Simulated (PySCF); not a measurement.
Electron detachment energy of Cl⁻ ([Ar] → [Ne] 3s² 3p⁵). PySCF, aug-cc-pV(T+d)Z plus 1 diffuse shell for each l, non-relativistic, unrestricted single determinants, no spin-orbit coupling. Methods marked “valence” freeze 10 core electrons.

By method:

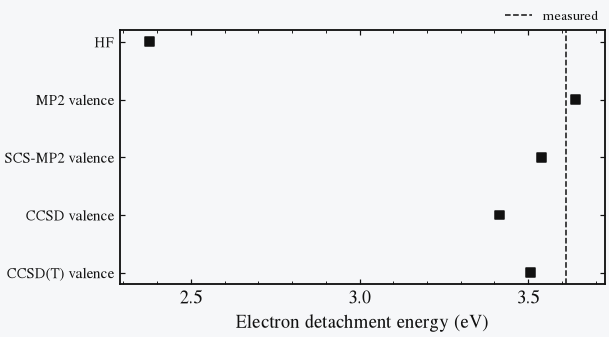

```json
{"Method": "HF", "Electron detachment energy (eV)": "2.38"}
{"Method": "MP2 valence", "Electron detachment energy (eV)": "3.64"}
{"Method": "SCS-MP2 valence", "Electron detachment energy (eV)": "3.54"}
{"Method": "CCSD valence", "Electron detachment energy (eV)": "3.41"}
{"Method": "CCSD(T) valence", "Electron detachment energy (eV)": "3.51"}
```

The values run from 2.38 eV (HF) to 3.64 eV (MP2 valence). The measured value is 3.61 eV; nearest to it come MP2 valence (+0.03) and SCS-MP2 valence (−0.07), furthest HF (−1.24 eV). These values lack spin-orbit coupling; with the first-order correction of −0.034 eV added, MP2 valence comes nearest (−0.01).
